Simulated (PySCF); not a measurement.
```yaml
atoms:
  - { symbol: F, position_ang: [-3.0728, -0.4718, -1.7000] }
  - { symbol: C, position_ang: [-3.0550, -0.0275, -0.4483] }
  - { symbol: C, position_ang: [-1.9132, 0.1622, 0.2249] }
  - { symbol: C, position_ang: [-0.6061, -0.0901, -0.3268] }
  - { symbol: C, position_ang: [0.5376, 0.1027, 0.3561] }
  - { symbol: F, position_ang: [0.5212, 0.5479, 1.6126] }
  - { symbol: C, position_ang: [1.8627, -0.1426, -0.1759] }
  - { symbol: F, position_ang: [1.8999, -0.5851, -1.4326] }
  - { symbol: C, position_ang: [3.0360, 0.0280, 0.4567] }
  - { symbol: F, position_ang: [3.1658, 0.4509, 1.6821] }
  - { symbol: F, position_ang: [4.1842, -0.2203, -0.1116] }
  - { symbol: H, position_ang: [-4.0543, 0.1584, -0.0470] }
  - { symbol: H, position_ang: [-1.9933, 0.5287, 1.2501] }
  - { symbol: H, position_ang: [-0.5204, -0.4569, -1.3503] }
```

Geometry: PBE0-D3(BJ)/def2-SVP.

These are results of B3LYP/def2-SVPD, SCF density, gas phase in PySCF 2.14.0, not measurements.

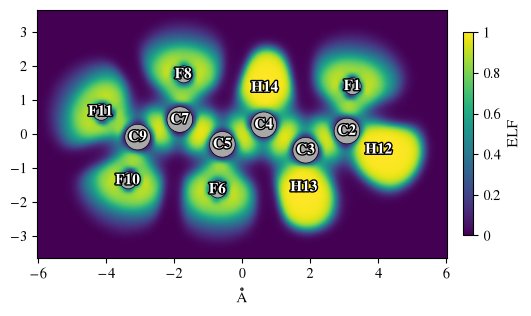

C6H3F5 (SMILES F/C=C\C=C(/F)C(F)=C(F)F). Electron localisation function on the molecular plane. Grey discs cover the atomic cores.

Question: Read the bonding off the picture.

Answer: The section cuts through F, C and H sites. C–F (1.30 Å): the ELF peaks at about 0.85 between the atoms, as expected for a polar covalent bond. C–C (1.34 Å): the ELF peaks at about 0.95 between the atoms; a short, multiple covalent bond. C–H (1.09 Å): the ELF climbs to about 1 towards the hydrogen, as it does in any bond to H: a covalent bond by its length. C–C (1.44 Å): the ELF peaks at about 0.95 between the atoms: a covalent bond. The ELF also peaks beside F6, F10, F11, F1 and F8, away from the bonds: lone-pair regions.
